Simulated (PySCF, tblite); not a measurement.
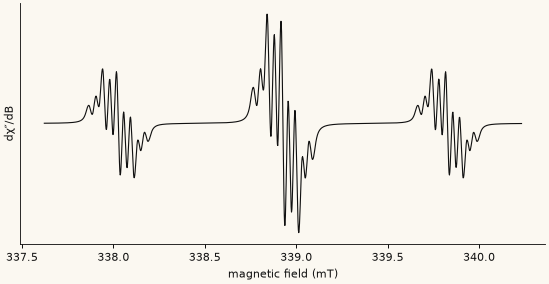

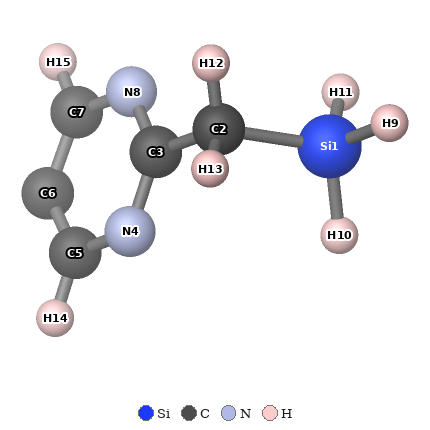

First-order isotropic EPR spectrum (fast tumbling, first derivative) of C₅H₇N₂Si, SMILES [SiH3]Cc1nc[c]cn1, doublet at 9.50 GHz, Lorentzian lines of 0.03 mT full width at half height, from computed g and hyperfine couplings (B3LYP/pcH-1 in PySCF, at a GFN2-xTB geometry (a minimum by its frequencies), gas phase); values of one conformer, averaged over methyl-type rotors alone; other conformers aren't averaged in; no vibrational averaging; dilute isotopes left out. The SMILES is one Lewis form and needn't show where the spin sits.

Q: Which couplings does the calculation give? The spectrum shows the sizes of those above the line width, not their signs.

A:
```csv
nuclei,isotope,a (mT),a (MHz)
"H14, H15",¹H,0.90,25.2
"H12, H13",¹H,−0.07,−2.1
"N4, N8",¹⁴N,−0.04,−1.1
```

Q: What is the g value, and how wide is the spectrum?

A: g_iso = 2.0027, which centres the spectrum at 338.9 mT; it spans 2.1 mT.

Caveats: the tight-binding geometry is rougher than a DFT one and adds to the error.
